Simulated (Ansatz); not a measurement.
# SiCl (SMILES [Si]Cl): UB3LYP/aug-cc-pVTZ

Aim: the vertical doublet–quartet gap of SiCl at UB3LYP/aug-cc-pVTZ, from 2 runs. 

The results are computed with Ansatz 0.2.0.

40 further runs of the same task are left out: 40 set aside as unsound or not needed.

## (1) The molecule

SiCl has 2 atoms, charge 0, and is taken as a doublet. SMILES: `[Si]Cl`. The coordinates come from a PBE0-D4/def2-TZVP relaxation.

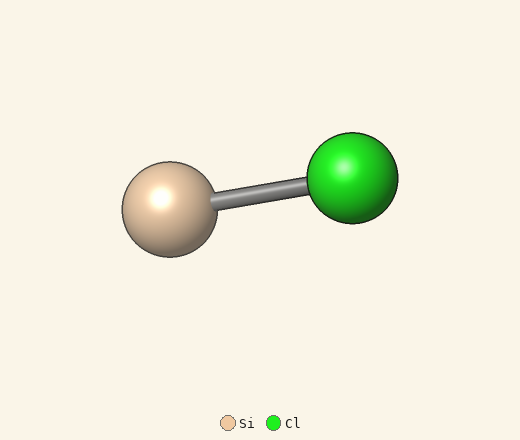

Viewed from a chosen angle; silicon light orange, chlorine green.

## (2) A single-point energy at UB3LYP/aug-cc-pVTZ

The input, in.yaml:

```yaml
crystal:
  periodic: [false, false, false]
  atoms:
    - {symbol: Si, position_ang: [0.881810, -0.293660, 0.452120]}
    - {symbol: Cl, position_ang: [-0.881810, 0.293660, -0.452120]}
basis:
  gaussian: {orbitals: aug-cc-pVTZ}
hamiltonian: {xc: {name: B3LYP}}
magnetization: {spin_polarized: true, initial_magnetization: 1}
accuracy: high
output: {orbitals: {seedname: orbitals}}
```

Started as:

```
$ ansatz run in.yaml --threads 1 --pin off --max-ram 3480MiB --events-out events.jsonl --progress --plain --runs-dir runs
```

Output:

```text
Warning: RAYON_NUM_THREADS=1 ignored (pool sized by the plan → 1); use --threads N
Functional definition: B3LYP
  name "B3LYP"
  parameter a0 = 0.2
  parameter ax = 0.72
  parameter ac = 0.81
  exchange = (1 - a0 - ax)*slater_x + ax*b88_x + a0*exact_x
  correlation = (1 - ac)*vwn_rpa_c + ac*lyp_c
1299 factors; integrals over basis functions are off by at most 3.8e-9 eV
mean field evaluation 1: about -20400.7190 eV, gradient 8.6e0 eV
mean field evaluation 2: about -20400.5534 eV, gradient 1.1e1 eV
mean field evaluation 4: about -20401.1481 eV, gradient 6.0e-1 eV
mean field evaluation 8: about -20401.1963 eV, gradient 1.5e-2 eV
mean field evaluation 16: about -20401.1963 eV, gradient 1.1e-5 eV
mean field evaluation 32: about -20401.1963 eV, gradient 2.2e-6 eV
mean field -20401.19628687 eV, -749.7301351151 hartree, gradient 2.7e-8 eV, S^2 0.755245; 1 other end points of the search recorded, 0 dependent functions left out
reference -20401.19631824 eV, -749.7301362679 hartree; 16, 15 occupied and 84, 85 virtual orbitals, 1299 factors
Total energy: -20401.19631824 eV, -749.7301362679 hartree
```

Wall time 6.3 s (1 thread of Intel Xeon 6975P-C (Granite Rapids), shared host); peak memory 0.31 GiB.

## (3) The quartet, same level

The input, input.yaml:

```yaml
crystal:
  periodic: [false, false, false]
  atoms:
    - {symbol: Si, position_ang: [0.881810, -0.293660, 0.452120]}
    - {symbol: Cl, position_ang: [-0.881810, 0.293660, -0.452120]}
basis:
  gaussian: {orbitals: aug-cc-pVTZ}
magnetization: {spin_polarized: true, initial_magnetization: 3}
hamiltonian: {xc: {name: B3LYP}}
accuracy: high
output: {orbitals: {seedname: orbitals}}
```

Started as:

```
$ ansatz run input.yaml --threads 1 --pin off --max-ram 3480MiB --events-out events.jsonl --progress --plain --runs-dir runs
```

Output:

```text
Warning: RAYON_NUM_THREADS=1 ignored (pool sized by the plan → 1); use --threads N
Functional definition: B3LYP
  name "B3LYP"
  parameter a0 = 0.2
  parameter ax = 0.72
  parameter ac = 0.81
  exchange = (1 - a0 - ax)*slater_x + ax*b88_x + a0*exact_x
  correlation = (1 - ac)*vwn_rpa_c + ac*lyp_c
1299 factors; integrals over basis functions are off by at most 3.8e-9 eV
mean field evaluation 1: about -20397.3859 eV, gradient 6.3e0 eV
mean field evaluation 2: about -20397.6500 eV, gradient 6.0e0 eV
mean field evaluation 4: about -20397.8740 eV, gradient 1.0e0 eV
mean field evaluation 8: about -20397.9418 eV, gradient 1.6e-2 eV
mean field evaluation 16: about -20397.9419 eV, gradient 9.4e-6 eV
mean field -20397.94185162 eV, -749.6105368255 hartree, gradient 5.6e-8 eV, S^2 3.752303; 0 other end points of the search recorded, 0 dependent functions left out
reference -20397.94188325 eV, -749.6105379878 hartree; 17, 14 occupied and 83, 86 virtual orbitals, 1299 factors
Total energy: -20397.94188325 eV, -749.6105379878 hartree
```

It took 4.5 s on 1 thread of Intel Xeon 6975P-C (Granite Rapids), shared host; peak memory 0.3 GiB.

## (4) What came out

Level: UB3LYP/aug-cc-pVTZ.

| quantity | value |
| --- | --- |
| doublet: total energy | -749.73014 Eh |
| doublet: HOMO energy (highest over α and β) | -4.94 eV |
| doublet: LUMO energy (lowest over α and β) | -3.23 eV |
| doublet: ⟨S²⟩ | 0.755 |
| quartet: total energy | -749.61054 Eh |
| quartet: HOMO energy (highest over α and β) | -5.46 eV |
| quartet: ⟨S²⟩ | 3.752 |
| vertical energy of the quartet above the doublet | 3.254 eV |

In words: At this shape the quartet lies 3.25 eV (314 kJ/mol) above the doublet.
